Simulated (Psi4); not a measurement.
# CO2: geometry relaxation

System: CO2, SMILES O=C=O.
Method: CAM-B3LYP/cc-pVDZ, RKS (Psi4 1.11).

The geometry comes from this level: GFN2-xTB.

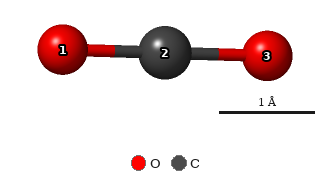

*The input geometry (ball-and-stick view, seen at a tilt; atoms are numbered from 1 in the order of the input).*

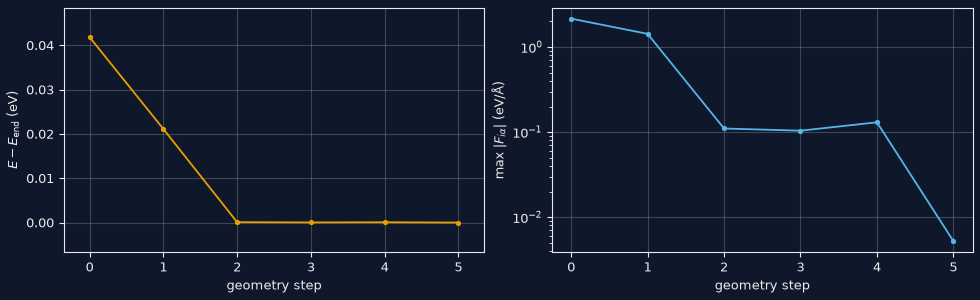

*Progress of the relaxation, step by step (steps are counted from 0).*

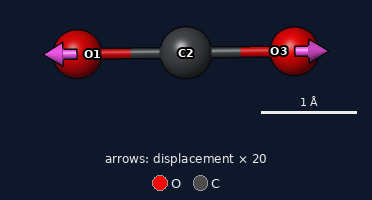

*The starting structure with the displacements as pink arrows, magnified 20 times (ball-and-stick view, seen at a tilt). The two geometries are laid on each other by the best rigid fit.*

The largest moves after the best rigid fit, 0.019 Å, are those of O1 and O3. C stays in place. Distances before and after: C2–O3 1.144 → 1.162 Å. After 5 geometry steps the energy has fallen by 0.042 eV. Largest force component: 2.2 eV/Å at the start, 0.0052 eV/Å at the end. (Atoms are counted from 1 in the order of the input.)

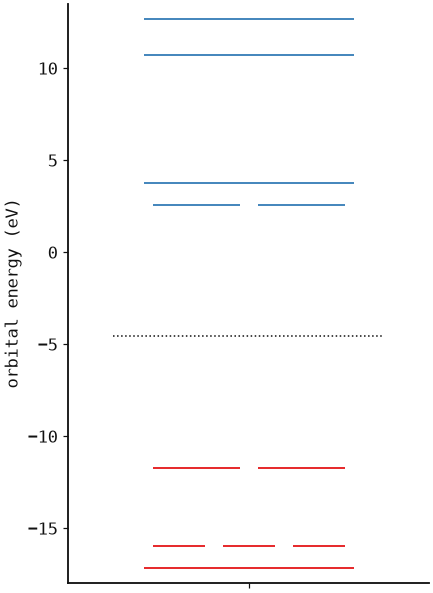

*Orbital energies near the frontier; the dotted line parts filled from empty levels, and levels within 0.02 eV of each other stand side by side.*

Highest filled −11.73 eV, lowest empty 2.57 eV, 14.30 eV apart.

The input that produced these results follows, with the program's output.

The input (co2_ase.py)
```python
import numpy as np
from ase.calculators.psi4 import Psi4
from ase import Atoms
from ase.optimize import LBFGS

atoms = Atoms(['O', 'C', 'O'], positions=[
    [0.367370, -1.079490, 0.087210],
    [0.000170, 0.000090, 0.000100],
    [-0.367540, 1.079400, -0.087300],
])
calc = Psi4(atoms=atoms, method='cam-b3lyp', basis='cc-pVDZ', memory='1600MB', num_threads=1, charge=0, multiplicity=1, label='co2', reference='rks')
atoms.calc = calc

opt = LBFGS(atoms)
done = opt.run(fmax=0.02, steps=60)
print('converged:', done)
for s, p in zip(atoms.symbols, atoms.positions):
    print(f'{s:2s} {p[0]:12.6f} {p[1]:12.6f} {p[2]:12.6f}')
```

Command:
```bash
python co2_ase.py
```

What the program printed
```
gradient() will perform analytic gradient computation.

   => Loading Basis Set <=

    Name: CC-PVDZ
    Role: ORBITAL
    Keyword: BASIS

         ---------------------------------------------------------
                                   SCF
                              RKS Reference
                        1 Threads,   1525 MiB Core
         ---------------------------------------------------------

  ==> Geometry <==

    Molecular point group: c1
    Full point group: C1

    Geometry (in Angstrom), charge = 0, multiplicity = 1:

       Center              X                  Y                   Z               Mass
    ------------   -----------------  -----------------  -----------------  -----------------
         O            0.373475073443    -1.097190730186     0.088678684645    15.994914619570
         C            0.000045963234     0.000027605549     0.000026448550    12.000000000000
         O           -0.373509556829     1.097170019441    -0.088698527365    15.994914619570

  Running in c1 symmetry.

  Rotational constants: A = 292862891.80954  B =      0.39001  C =      0.39001 [cm^-1]
  Rotational constants: A = 8779808619256.93164  B =  11692.20073  C =  11692.20072 [MHz]
  Nuclear repulsion =   58.271553219540863

  Charge       = 0
  Multiplicity = 1
  Electrons    = 22
  Nalpha       = 11
  Nbeta        = 11

  ==> Algorithm <==

  SCF Algorithm Type is DF.
  DIIS enabled.
  MOM disabled.
  Fractional occupation disabled.
  Guess Type is SAD.
  Energy threshold   = 1.00e-08
  Density threshold  = 1.00e-08
  Integral threshold = 1.00e-12

  ==> Primary Basis <==

  Basis Set: CC-PVDZ
    Blend: CC-PVDZ
    Number of shells: 18
    Number of basis functions: 42
    Number of Cartesian functions: 45
    Spherical Harmonics?: true
    Max angular momentum: 2

  ==> DFT Potential <==

   => LibXC <=

    Version 7.1.2

   => Composite Functional: CAM-B3LYP <=

    CAM-B3LYP Hyb-GGA Exchange-Correlation Functional

    Deriv               =              1
    GGA                 =           TRUE
    Meta                =          FALSE

    Exchange Hybrid     =           TRUE
    MP2 Hybrid          =          FALSE

   => Exchange Functionals <=

    0.3500         Becke 88 [omega = 0.3300]
    0.4600   Short-range recipe for B88 functional - erf [omega = 0.3300]

   => Exact (HF) Exchange <=

    0.4600            HF,LR [omega = 0.3300]
    0.1900               HF

   => Correlation Functionals <=

    0.1900   Vosko, Wilk & Nusair (VWN5)
    0.8100   Lee, Yang & Parr

   => LibXC Density Thresholds  <==

    XC_HYB_GGA_XC_CAM_B3LYP:  1.00E-14

   => Molecular Quadrature <=

    Radial Scheme          =       TREUTLER
    Pruning Scheme         =           NONE
    Nuclear Scheme         =       TREUTLER

    Blocking Scheme        =         OCTREE
    BS radius alpha        =              1
    Pruning alpha          =              1
    Radial Points          =             75
    Spherical Points       =            302
    Total Points           =          64070
    Total Blocks           =            546
    Max Points             =            256
    Max Functions          =             42
    Weights Tolerance      =       1.00E-15

   => Loading Basis Set <=

    Name: (CC-PVDZ AUX)
    Role: JKFIT
    Keyword: DF_BASIS_SCF

  ==> Integral Setup <==

  DFHelper Memory: AOs need 0.009 GiB; user supplied 1.044 GiB.
  SCF_SUBTYPE=INCORE selected. In-core MEM_DF algorithm will be used.
  Using in-core AOs.

  ==> MemDFJK: Density-Fitted J/K Matrices <==

    J tasked:                   Yes
    K tasked:                   Yes
    wK tasked:                  Yes
    Omega:                3.300E-01
    Memory [MiB]:              1068
    Algorithm:                 Core
    Schwarz Cutoff:           1E-12
    Mask sparsity (%):       0.0000
    Fitting Condition:        1E-10

   => Auxiliary Basis Set <=

  Basis Set: (CC-PVDZ AUX)
    Blend: CC-PVDZ-JKFIT
    Number of shells: 72
    Number of basis functions: 210
    Number of Cartesian functions: 243
    Spherical Harmonics?: true
    Max angular momentum: 3

  Cached 100.0% of DFT collocation blocks in 0.074 [GiB].

  Minimum eigenvalue in the overlap matrix is 1.7688659760E-02.
  Reciprocal condition number of the overlap matrix is 5.2883730137E-03.
    Using symmetric orthogonalization.

  ==> Pre-Iterations <==

  SCF Guess: Superposition of Atomic Densities via on-the-fly atomic UHF (no occupation information).

   -------------------------
    Irrep   Nso     Nmo
   -------------------------
     A         42      42
   -------------------------
    Total      42      42
   -------------------------

  ==> Iterations <==

                           Total Energy        Delta E     RMS |[F,P]|

   @DF-RKS iter SAD:  -187.98975774098039   -1.87990e+02   0.00000e+00
   @DF-RKS iter   1:  -188.41721794164170   -4.27460e-01   1.37103e-02 DIIS/ADIIS
   @DF-RKS iter   2:  -188.33342853587669    8.37894e-02   1.81118e-02 DIIS/ADIIS
   @DF-RKS iter   3:  -188.52995675862786   -1.96528e-01   7.82741e-04 DIIS/ADIIS
   @DF-RKS iter   4:  -188.53042549439334   -4.68736e-04   1.12444e-04 DIIS/ADIIS
   @DF-RKS iter   5:  -188.53043390220887   -8.40782e-06   1.14998e-05 DIIS
   @DF-RKS iter   6:  -188.53043400389782   -1.01689e-07   1.38877e-06 DIIS
   @DF-RKS iter   7:  -188.53043400346280    4.35023e-10   2.02876e-06 DIIS
   @DF-RKS iter   8:  -188.53043400613353   -2.67073e-09   2.08337e-07 DIIS
   @DF-RKS iter   9:  -188.53043400617190   -3.83693e-11   9.23629e-09 DIIS
  Energy and wave function converged.

  ==> Post-Iterations <==

   Electrons on quadrature grid:
      Ntotal   =   22.0000003346 ; deviation = 3.346e-07

    Orbital Energies [Eh]
    ---------------------

    Doubly Occupied:

       1A    -19.295923     2A    -19.295906     3A    -10.457942
       4A     -1.243442     5A     -1.200414     6A     -0.631478
       7A     -0.587118     8A     -0.587118     9A     -0.586702
      10A     -0.430890    11A     -0.430890

    Virtual:

      12A      0.094615    13A      0.094615    14A      0.138978
      15A      0.393908    16A      0.466527    17A      0.466527
      18A      0.605260    19A      0.812533    20A      0.894890
      21A      0.932397    22A      0.932397    23A      1.103857
      24A      1.103857    25A      1.154707    26A      1.154707
      27A      1.158699    28A      1.371495    29A      1.371495
      30A      1.658183    31A      2.097328    32A      2.597098
      33A      2.597098    34A      2.728413    35A      2.728413
      36A      2.794154    37A      2.820252    38A      2.820253
      39A      3.443412    40A      3.557486    41A      3.557486
      42A      3.587614

    Final Occupation by Irrep:
              A
    DOCC [    11 ]
    NA   [    11 ]
    NB   [    11 ]

  @DF-RKS Final Energy:  -188.53043400617190

   => Energetics <=

    Nuclear Repulsion Energy =             58.2715532195408628
    One-Electron Energy =                -372.6776304698145168
    Two-Electron Energy =                 142.5158691739154619
    DFT Exchange-Correlation Energy =     -16.6402259298136990
    Empirical Dispersion Energy =           0.0000000000000000
    VV10 Nonlocal Energy =                  0.0000000000000000
    Total Energy =                       -188.5304340061719017

Computation Completed

Properties will be evaluated at   0.000000,   0.000000,   0.000000 [a0]

Properties computed using the SCF density matrix

 Multipole Moments:

 ------------------------------------------------------------------------------------
     Multipole            Electronic (a.u.)      Nuclear  (a.u.)        Total (a.u.)
 ------------------------------------------------------------------------------------

 L = 1.  Multiply by 2.5417464519 to convert [e a0] to [Debye]
 Dipole X            :          0.0000505           -0.0000002            0.0000503
 Dipole Y            :          0.0000809           -0.0000001            0.0000808
 Dipole Z            :          0.0000339           -0.0000001            0.0000338
 Magnitude           :                                                    0.0001010

 ------------------------------------------------------------------------------------

	total time  =          1 seconds =       0.02 minutes

         ------------------------------------------------------------
                                   SCF GRAD
         ------------------------------------------------------------

  ==> Geometry <==

    Molecular point group: c1
    Full point group: C1

    Geometry (in Angstrom), charge = 0, multiplicity = 1:

       Center              X                  Y                   Z               Mass
    ------------   -----------------  -----------------  -----------------  -----------------
         O            0.373475073443    -1.097190730186     0.088678684645    15.994914619570
         C            0.000045963234     0.000027605549     0.000026448550    12.000000000000
         O           -0.373509556829     1.097170019441    -0.088698527365    15.994914619570

  Nuclear repulsion =   58.271553219540863

  ==> Basis Set <==

  Basis Set: CC-PVDZ
    Blend: CC-PVDZ
    Number of shells: 18
    Number of basis functions: 42
    Number of Cartesian functions: 45
    Spherical Harmonics?: true
    Max angular momentum: 2

  ==> DFJKGrad: Density-Fitted SCF Gradients <==

    Gradient:                    1
    J tasked:                  Yes
    K tasked:                  Yes
    wK tasked:                 Yes
    Omega:               3.300E-01
    Integrals threads:           1
    Memory [MiB]:             1144
    Schwarz Cutoff:          1E-12
    Fitting Condition:       1E-10

   => Auxiliary Basis Set <=

  Basis Set: (CC-PVDZ AUX)
    Blend: CC-PVDZ-JKFIT
    Number of shells: 72
    Number of basis functions: 210
    Number of Cartesian functions: 243
    Spherical Harmonics?: true
    Max angular momentum: 3

  ==> DFT Potential <==

   => LibXC <=

    Version 7.1.2

   => Composite Functional: CAM-B3LYP <=

    CAM-B3LYP Hyb-GGA Exchange-Correlation Functional

    Deriv               =              1
    GGA                 =           TRUE
    Meta                =          FALSE

    Exchange Hybrid     =           TRUE
    MP2 Hybrid          =          FALSE

   => Exchange Functionals <=

    0.3500         Becke 88 [omega = 0.3300]
    0.4600   Short-range recipe for B88 functional - erf [omega = 0.3300]

   => Exact (HF) Exchange <=

    0.4600            HF,LR [omega = 0.3300]
    0.1900               HF

   => Correlation Functionals <=

    0.1900   Vosko, Wilk & Nusair (VWN5)
    0.8100   Lee, Yang & Parr

   => LibXC Density Thresholds  <==

    XC_HYB_GGA_XC_CAM_B3LYP:  1.00E-14

   => Molecular Quadrature <=

    Radial Scheme          =       TREUTLER
    Pruning Scheme         =           NONE
    Nuclear Scheme         =       TREUTLER

    Blocking Scheme        =         OCTREE
    BS radius alpha        =              1
    Pruning alpha          =              1
    Radial Points          =             75
    Spherical Points       =            302
    Total Points           =          64070
    Total Blocks           =            546
    Max Points             =            256
    Max Functions          =             42
    Weights Tolerance      =       1.00E-15

  -Total Gradient:
     Atom            X                  Y                   Z
    ------   -----------------  -----------------  -----------------
       1        0.000024040996    -0.000101885369     0.000002722576
       2        0.000003390416     0.000052600266     0.000006780817
       3       -0.000027417729     0.000049289622    -0.000009495873

	total time  =          1 seconds =       0.02 minutes
```

Standard output
```
Step     Time          Energy          fmax
LBFGS:    0 17:45:28    -5130.132577        2.284276
LBFGS:    1 17:45:30    -5130.153301        1.513628
LBFGS:    2 17:45:31    -5130.174324        0.116450
LBFGS:    3 17:45:32    -5130.174385        0.110745
LBFGS:    4 17:45:33    -5130.174344        0.137859
LBFGS:    5 17:45:35    -5130.174417        0.005385
converged: True
O      0.373471    -1.097193     0.088680
C      0.000042     0.000025     0.000028
O     -0.373513     1.097168    -0.088697
```

Trajectory as extended XYZ (Å, eV, eV/Å), 6 frames, from step=0 to step=5
```
3
Properties=species:S:1:pos:R:3:forces:R:3 step=0 energy=-5130.13262
O     0.3674   -1.0795    0.0872    0.7331  -2.1483   0.1746
C     0.0002    0.0001    0.0001   -0.0006  -0.0084  -0.0011
O    -0.3675    1.0794   -0.0873   -0.7324   2.1567  -0.1734
3
Properties=species:S:1:pos:R:3:forces:R:3 step=1 energy=-5130.15334
O     0.3778   -1.1102    0.0897   -0.4775   1.4079  -0.1129
C     0.0002    0.0000    0.0001   -0.0105   0.0202  -0.0035
O    -0.3780    1.1102   -0.0898    0.4879  -1.4281   0.1164
3
Properties=species:S:1:pos:R:3:forces:R:3 step=2 energy=-5130.17437
O     0.3737   -1.0980    0.0887   -0.0363   0.1104  -0.0083
C     0.0001    0.0001    0.0000    0.0078  -0.0305   0.0011
O    -0.3738    1.0979   -0.0888    0.0285  -0.0799   0.0071
3
Properties=species:S:1:pos:R:3:forces:R:3 step=3 energy=-5130.17443
O     0.3734   -1.0970    0.0886    0.0206  -0.0579   0.0051
C     0.0002   -0.0004    0.0001   -0.0371   0.1039  -0.0093
O    -0.3736    1.0972   -0.0887    0.0165  -0.0460   0.0042
3
Properties=species:S:1:pos:R:3:forces:R:3 step=4 energy=-5130.17439
O     0.3734   -1.0969    0.0887   -0.0045   0.0145  -0.0009
C    -0.0001    0.0005    0.0000    0.0435  -0.1304   0.0100
O    -0.3733    1.0965   -0.0887   -0.0390   0.1159  -0.0091
3
Properties=species:S:1:pos:R:3:forces:R:3 step=5 energy=-5130.17446
O     0.3735   -1.0972    0.0887   -0.0012   0.0052  -0.0001
C     0.0000    0.0000    0.0000   -0.0002  -0.0027  -0.0003
O    -0.3735    1.0972   -0.0887    0.0014  -0.0025   0.0005
```

Key numbers

- outcome: converged
- total energy: −188.530434 hartree
- basis functions: 42
- HOMO: −11.73 eV
- LUMO: 2.57 eV
- dipole moment: 0.00 D
- hardware: 1 thread of Intel Xeon (Granite Rapids), 128 GiB of memory available, shared host
- wall time: 9.3 s
- peak memory: 0.35 GiB
